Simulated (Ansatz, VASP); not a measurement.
# W in two plane-wave programs

Aim: how closely do two programs agree when they are given the same cell, functional and k mesh?

Method: plane waves, with VASP 6.6.1 beside it; single point at PBEsol, in Ansatz 0.2.0.

**1. The structure**

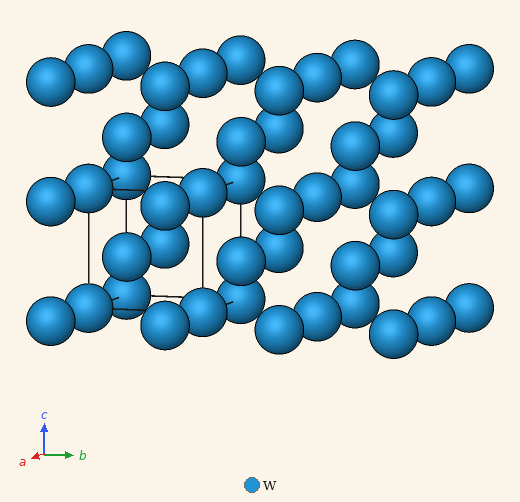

Start, viewed slightly off an axis; tungsten blue. 2×3×2 cells are drawn. This picture shows the conventional cell, with its axes. Some periodic images of atoms are drawn too.

**2. VASP: single point, PBEsol**

With cell and atoms fixed, the geometry can't cause a difference; cores, projectors, grids and the points listed under the comparison can.

Lines of VASP's logs that name or quote its potential files are left out, and so is its time.

INCAR

```
SYSTEM = W
PREC = Accurate
ENCUT = 400
EDIFF = 1E-05
NELM = 100
ISMEAR = 0
SIGMA = 0.05
LREAL = .FALSE.
ALGO = Normal
GGA = PS
NBANDS = 9
LASPH = .TRUE.
LORBIT = 11
LWAVE = .FALSE.
LCHARG = .FALSE.
KPAR = 4
```

POSCAR

```
W
1.0
   -1.5824000000      1.5824000000      1.5824000000
    1.5824000000     -1.5824000000      1.5824000000
    1.5824000000      1.5824000000     -1.5824000000
W
1
Direct
    0.0000000000      0.0000000000      0.0000000000
```

KPOINTS

```
Automatic mesh
0
Gamma
10 10 10
0 0 0
```

PAW data sets: W (PBE family, release 64).

The run is started by

```console
$ mpirun -np 4 vasp_std
```

Numbers of over 12 decimals in the logs are rounded to 6 here.

Output:

```text
[banner, memory and clock lines left out]
running    4 mpi-ranks, on    1 nodes
 distrk:  each k-point on    1 cores,    4 groups
 distr:  one band on    1 cores,    1 groups

 POSCAR found type information on POSCAR W
 POSCAR found :  1 types and       1 ions
|                                                                             |
|               ----> ADVICE to this user running VASP <----                  |
|                                                                             |
|     You enforced a specific xc type in the INCAR file but a different       |
|     [... a line on the potential file left out ...]
|     I HOPE YOU KNOW WHAT YOU ARE DOING!                                     |
|                                                                             |

 LDA part: xc-table for (Slater+PW92), standard interpolation
 POSCAR, INCAR and KPOINTS ok, starting setup
 FFT: planning ... GRIDC
 FFT: planning ... GRID_SOFT
 FFT: planning ... GRID
 WAVECAR not read
 entering main loop
       N       E                     dE             d eps       ncg     rms          rms(c)
DAV:   1     0.344299459966E+01    0.34430E+01   -0.26000E+03   846   0.462E+02
DAV:   2    -0.142140962165E+02   -0.17657E+02   -0.16873E+02   991   0.119E+02
DAV:   3    -0.146077406314E+02   -0.39364E+00   -0.39299E+00   979   0.137E+01
DAV:   4    -0.146087869574E+02   -0.10463E-02   -0.10463E-02   923   0.812E-01
DAV:   5    -0.146087894314E+02   -0.24740E-05   -0.24736E-05  1018   0.339E-02    0.213E+01
DAV:   6    -0.140810231241E+02    0.52777E+00   -0.40156E-01   926   0.404E+00    0.104E+01
DAV:   7    -0.138765443917E+02    0.20448E+00   -0.46131E-01   951   0.419E+00    0.297E-01
DAV:   8    -0.138742292851E+02    0.23151E-02   -0.23326E-03   922   0.351E-01    0.925E-02
DAV:   9    -0.138740488885E+02    0.18040E-03   -0.13952E-04  1030   0.579E-02    0.157E-02
DAV:  10    -0.138740521003E+02   -0.32117E-05   -0.87553E-06   607   0.202E-02
   1 F= -.13874052E+02 E0= -.13873720E+02  d E =-.663503E-03
```

OUTCAR, selected parts (step 2):

```text
ion  position               nearest neighbor table
   1  0.000  0.000  0.000-

  LATTYP: Found a body centered cubic cell.
 ALAT       =     3.1648000000

 Subroutine GETGRP returns: Found 48 space group operations
 (whereof 48 operations were pure point group operations)

The static configuration has the point symmetry O_h .

 Found     47 irreducible k-points:

   k-points           NKPTS =     47   k-points in BZ     NKDIM =     47   number of bands    NBANDS=      9

   dimension x,y,z NGX =    18 NGY =   18 NGZ =   18
   dimension x,y,z NGXF=    36 NGYF=   36 NGZF=   36

   ENCUT  =  400.0 eV  29.40 Ry    5.42 a.u.   4.47  4.47  4.47*2*pi/ulx,y,z

   NELECT =       6.0000    total number of electrons

 k-points in reciprocal lattice and weights: Automatic mesh
   0.00000000  0.00000000  0.00000000       0.001
   0.10000000  0.00000000  0.00000000       0.012
   0.20000000  0.00000000  0.00000000       0.012
   0.30000000  0.00000000  0.00000000       0.012
   0.40000000  0.00000000  0.00000000       0.012
   0.50000000  0.00000000  0.00000000       0.006
   0.10000000  0.10000000  0.00000000       0.024
   0.20000000  0.10000000 -0.00000000       0.048
   0.30000000  0.10000000 -0.00000000       0.048
[...]
0.50000000  0.50000000  0.40000000       0.012
   0.50000000  0.50000000  0.50000000       0.001

 average (electrostatic) potential at core
       1 -37.7440

 E-fermi :   7.8299

 k-point     1 :       0.0000    0.0000    0.0000
  band No.  band energies     occupation
      1      -1.9818      2.00000
      2       6.3941      2.00000
      3       6.3941      2.00000
      4       6.3941      2.00000
      5       9.8586      0.00000
      6       9.8586      0.00000
      7      22.9301      0.00000
      8      22.9301      0.00000
      9      22.9301      0.00000

 k-point     2 :       0.1000    0.0000    0.0000
  band No.  band energies     occupation
      1      -1.5172      2.00000
      2       6.1147      2.00000
      3       6.3168      2.00000
      4       6.8626      2.00000
      5       9.4694      0.00000
      6       9.8707      0.00000
      7      23.2997      0.00000
      8      23.7422      0.00000
      9      23.9968      0.00000

 k-point     3 :       0.2000    0.0000    0.0000
  band No.  band energies     occupation
      1      -0.2978      2.00000
      2       5.4568      2.00000
      3       5.9509      2.00000
      4       8.2161      0.00000
      5       9.1464      0.00000
      6       9.9615      0.00000
      7      23.5397      0.00000
      8      25.2423      0.00000
    ...

  Total       -0.6157022     -0.6157022     -0.6157022      0.0000000      0.0000000     -0.0000000
  in kB      -62.2404141    -62.2404141    -62.2404141      0.0000000      0.0000000     -0.0000000
  external PRESSURE =     -62.2404141 kB  Pullay stress =       0.0000000 kB

  energy-cutoff  :      400.00
  volume of cell :       15.85
      direct lattice vectors                 reciprocal lattice vectors
    -1.582400000  1.582400000  1.582400000     0.000000000  0.315975733  0.315975733
     1.582400000 -1.582400000  1.582400000     0.315975733  0.000000000  0.315975733
     1.582400000  1.582400000 -1.582400000     0.315975733  0.315975733  0.000000000

 POSITION                                       TOTAL-FORCE (eV/Angst)
 -----------------------------------------------------------------------------------
      0.00000      0.00000      0.00000         0.000000      0.000000     -0.000000
 -----------------------------------------------------------------------------------
    total drift:                                0.000000      0.000000      0.000000

  FREE ENERGIE OF THE ION-ELECTRON SYSTEM (eV)
  ---------------------------------------------------
  free  energy   TOTEN  =       -13.8740521003 eV

  energy  without entropy=      -13.8733885977  energy(sigma->0) =      -13.87372035

 total charge
# of ion       s       p       d       tot
------------------------------------------
    1        0.671   0.725   4.170   5.567

[... 3 further parts left out ...]
```

The run ends at a pressure of -6.22 GPa.

**3. Ansatz: single point, PBEsol**

Ansatz runs on its default PAW (the set named soft_2) files.

The same cell, functional, mesh and smearing now go to Ansatz, which takes its cutoff from its data sets.

input.yaml

```yaml
crystal:
  lattice:
    - [-1.5824, 1.5824, 1.5824]
    - [1.5824, -1.5824, 1.5824]
    - [1.5824, 1.5824, -1.5824]
  atoms:
    - { symbol: W, position: [0.0, 0.0, 0.0] }
hamiltonian:
  xc: pbesol
  pseudopotentials: { kind: paw }
kpoints:
  mp_grid: { grid: [10, 10, 10] }
scf:
  occupations: { method: gaussian, width: 0.05 }
  n_extra_bands: 4
output:
  forces: true
  stress: true
  eigenvalues: true
```

The run is started by

```console
$ ansatz run input.yaml --threads 2 --pin off --max-ram 4608MiB --backend cpu --events-out ev --progress --plain --runs-dir out
```

Output:

```text
scf.n_extra_bands = 4 over 7 filled bands (N_el = 14.0): the run solves 11 bands
Engine: ansatz 0.2.0, aarch64-unknown-linux-gnu
Pseudopotentials: kind: paw
Pseudopotential: W, paw, valence charge 14, recommended cutoff 420 eV (normal), W.paw.azcp
Functional definition: PBEsol
  exchange = pbesol_x
  correlation = pbesol_c
Crystal: 1 atoms, lattice volume = 15.849 Å³
Basis set: ecut = 420 eV, 321 PW (Γ), exchange–correlation on 40×40×40 points (8 copies of the dense FFT grid, shifted against one another)
Bands: 11, of which v1, the nominal top of the filled ones, is band 7 counted from 1 (6 counted from 0)
Symmetry: 48 space group operations
Space group: Im-3m (ITA 229), of the structure as read, at distance tolerance 2.5e-5 Å
k-points: 47 of 1000
Non-local potential: W, projectors of the file, l = 0: 3, l = 1: 2, l = 2: 2, l = 3: 1
PAW form: soft (Blöchl's): semilocal exchange-correlation on the pseudo side does not see the compensation charge
PAW frozen core: W, regenerated for the run's functional, and the local potential with it (the file was generated under x = pbe(κ = 0.804, μ = 0.219515), c = pbe(β = 0.066725))
PAW one-centre angular grid: W, 590 points (default); XC on 64 Gauss nodes
Initial density: superposition of atomic densities (neutral atoms: chi_scale 0, normalization atom), corrected by the library's trained network
Initial wavefunctions: pseudopotential atomic-orbital guess
Functional: x = pbesol(κ = 0.804, μ = 0.123457), c = pbesol(β = 0.046)
SCF iter   1: F=—  HF=-10256.558424 eV  |F-HF|=—  |Δ(HF+E_count)|=         —  Δρ=3.23e-3  dr2=6.26e-4  ethr=1.77e-3  ⟨swp⟩=5.1  Hψ=2751  notcnv=0
preconditioner: auto → none  [insulator: Δε(μ)=0.172 eV  Ē_g=9.057 eV  σ=0.050 eV  W_gap=0.84  n_scr=0 (ndim 8)  ℏωp=22.8 eV  f_vac=0.000  D(μ)=0.58/eV (n_scr^D=0)  ε∞_Penn≈7.4]
SCF iter   2: F=—  HF=-10256.558128 eV  |F-HF|=—  |Δ(HF+E_count)|=   2.96e-4  Δρ=1.54e-3  dr2=1.17e-4  ethr=4.47e-6  ⟨swp⟩=2.2  Hψ=1063  notcnv=0
SCF iter   3: F=—  HF=-10256.558146 eV  |F-HF|=—  |Δ(HF+E_count)|=   1.84e-5  Δρ=3.14e-4  dr2=7.19e-6  ethr=8.34e-7  ⟨swp⟩=2.0  Hψ=759  notcnv=0
SCF iter   4: F=—  HF=-10256.558145 eV  |F-HF|=—  |Δ(HF+E_count)|=   1.22e-6  Δρ=5.27e-5  dr2=2.19e-7  ethr=5.14e-8  ⟨swp⟩=2.1  Hψ=643  notcnv=0
iter 5 did not close the SCF: its close was put off for the readings that it lacked (scf_convergence_deferred on its scf_iter line)
SCF iter   5: F=-10256.558145 eV  HF=-10256.558145 eV  |F-HF|=3.85e-8  |Δ(HF+E_count)|=   3.86e-8  Δρ=1.90e-5  dr2=4.48e-8  ethr=1.56e-9  ⟨swp⟩=2.0  Hψ=842  notcnv=0
SCF iter   6: F=-10256.558145 eV  HF=-10256.558145 eV  |F-HF|=5.04e-9  |Δ(HF+E_count)|=   1.93e-8  Δρ=6.93e-6  dr2=5.90e-9  ethr=3.20e-10  ⟨swp⟩=2.3  Hψ=1853  notcnv=0
SCF 1 converged in 6 iterations: F = -10256.558145 eV  dr2 = 5.90e-9
  greatest PAW one-centre occupation: 1.000 electrons in one spin orbital (limit 2), on the W atom at site 0 (counted from 0), in its partial waves of l = 0
SCF converged after 6 iterations
Free energy (F): -10256.558145 eV
Harris-Foulkes:  -10256.558145 eV  (|F-HF|=5.04e-9)
Internal energy: -10256.557435 eV  (E = F + TS)
E sigma→0 (E₀):  -10256.557790 eV
Entropy (-TS):   -0.000710 eV (-0.710 meV/atom)
Fermi energy:    22.627856 eV
--- Per-component energies (eV) ---
  E_band       = -83.687669
  E_kinetic    = 450.151975
  E_local      = -600.730368  (includes V_loc(G=0)·N_el)
  E_nonlocal   = 2.905352
  E_hartree    = 214.860551
  E_xc         = -265.244592
  E_vxc        = -238.660776  (∫ρ·V_xc dr)
  E_paw        = -8436.009809  (= ΣΔE_a)
  E_vpaw       = -127.072741  (= ΣTr[D̂ρ^β])
  E_aug_tail   = -0.000061  (compensation charges beyond the density's cutoff)
  E_ewald      = -1622.712274
  E_core_change = 0.221792  (= ΣΔE_core)
  E_smearing   = -0.000710  (= −TS)
  E_closure    = 0.000000  (closes the sum)
  Σ components = -10256.558145   (vs F -10256.558145, Δ=0.00e0)
--- Forces (eV/Å), atoms counted from 1 ---
  atom   1  W      0.00000000    -0.00000000     0.00000000
  max |Σ_I F_I| component: 5.34e-32 eV/Å
--- Stress (GPa, compression-positive) ---
       -2.946346      -0.000000      -0.000000
       -0.000000      -2.946346       0.000000
       -0.000000       0.000000      -2.946346
  P = ⅓ Tr σ = -2.9463 GPa (-29.463 kbar)
--- Band table (eV; the first three rows and the last of 47) ---
  k-point 0: bands = [... 3 lower, -15.2354, 12.8105, 21.1978, 21.1978, 21.1978, 24.6712, 24.6712, 36.9775]
  k-point 1: bands = [... 3 lower, -15.2360, 13.2873, 20.9158, 21.1181, 21.6656, 24.2728, 24.6804, 37.3550]
  k-point 2: bands = [... 3 lower, -15.2378, 14.5251, 20.2541, 20.7471, 23.0169, 23.9489, 24.7674, 37.6855]
  k-point 46: bands = [... 3 lower, -16.1429, 16.5960, 16.5960, 27.6087, 27.6087, 27.6087, 30.7000, 30.7000]
```

It took 0.85 s on 2 threads of Arm Neoverse N1, shared host; peak memory 0.25 GiB; 1.2 s of CPU time.

Reading the cycles: dr2 is the Hartree energy of the density residual (eV), the measure of convergence; HF is the Harris–Foulkes estimate of the energy, which meets the free energy F at convergence.

The run ends at a pressure of -2.95 GPa.

**4. Differences**

Known differences besides the PAW data sets themselves: the data sets hold 14 valence electrons in Ansatz (default PAW (the set named soft_2) files) and 6 in VASP; the cutoff is 420 eV in Ansatz and 400 eV in VASP; Ansatz makes its cores anew for this functional, VASP keeps those of its PBE data sets. Total energies have different zeros and are not compared.

Both answers:

```tsv
quantity	Ansatz	VASP	difference
pressure (GPa)	-2.95	-6.22	+3.28
```

Ansatz's pressure holds a Pulay correction of 0.06 GPa; VASP's holds none.

**5. Further runs**

The difference is large enough to ask for its cause, so further runs change the set-up of one program at a time, as the table lists.

```tsv
run	difference in pressure (GPa)
as above	3.3
cores kept as stored, as VASP does, whose cores stay as stored	3.3
Ansatz's all-electron LAPW method	3.3
Ansatz's larger PAW set (cutoff 880 eV)	3.4
norm-conserving potentials (cutoff 1007 eV)	3.5
```

**6. What came out**

| Item | Value |
| --- | --- |
| difference in pressure (single point, PBEsol) | 3.3 GPa |

The difference in pressure is 3.3 GPa (single point, PBEsol), beyond the 1 GPa picked in this series as the mark of a large difference. For single point, PBEsol: no further run halves the difference in pressure; only Ansatz's side was varied, and Ansatz's runs with other potentials lie closer to each other than to VASP, which for this quantity points to VASP's side; this was not tested here. The all-electron run, which needs no data set, lies 3.3 GPa from VASP and 0.065 GPa from Ansatz's PAW result, so it sides with Ansatz. Differences of this kind measure data sets and numerical settings, not the functional's error against experiment.

[Lines on the potential files, build, host, timing and source positions are cut from VASP's logs without a mark.]

[Logs are printed without paths, hosts, clocks, repeated set-up lines and the standing remarks that a program may print on its own settings, such as how far it seeks lower states.]

[Hosts, paths, dates, database ids (printed as entryN), source tags and the programs' standing remarks are cut or masked in the printed files.]
